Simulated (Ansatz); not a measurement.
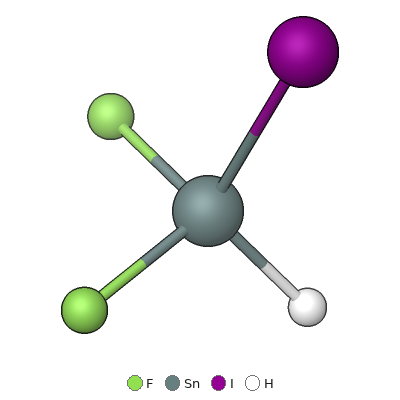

The molecule: SnHIF₂, SMILES [F][SnH]([F])[I], singlet.

Kohn-Sham orbital energies near the frontier, LDA (SPW92)/def2-TZVPP in the Ansatz code 0.2.0, at a PBE0-D4/def2-TZVP geometry (a minimum by its frequencies), isolated molecule; empty levels in grey, levels within 0.03 eV side by side.

Question: Where do the frontier orbitals lie?

Answer: HOMO at −7.47 eV, LUMO at −3.60 eV, 3.87 eV apart.

Question: Is the HOMO or the LUMO degenerate, or nearly so?

Answer: The HOMO is one of 2 levels within 0.03 eV and the LUMO stands alone.

Question: List the levels.

Answer:
```csv
orbital,energy (eV)
LUMO+5,1.81
LUMO+4,1.27
LUMO+3,0.25
LUMO+2,−1.52
LUMO+1,−1.82
LUMO,−3.60
HOMO,−7.47
HOMO−1,−7.50
HOMO−2,−8.71
HOMO−3,−9.45
HOMO−4,−9.47
```

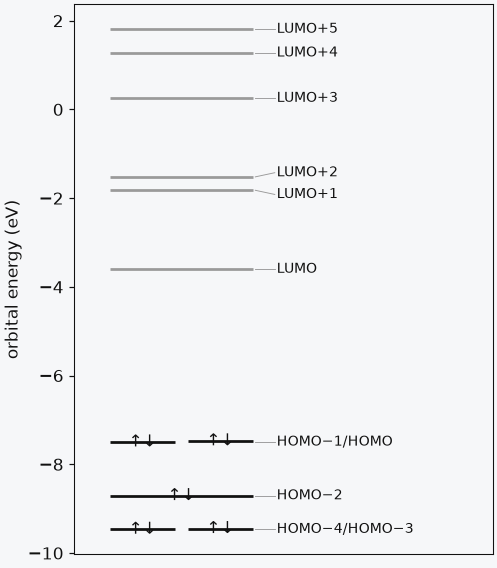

Note: core potentials past krypton; spin-orbit coupling is left out, and with Sn and I it can shift these levels and split any degenerate set; empty levels above zero depend strongly on the basis.
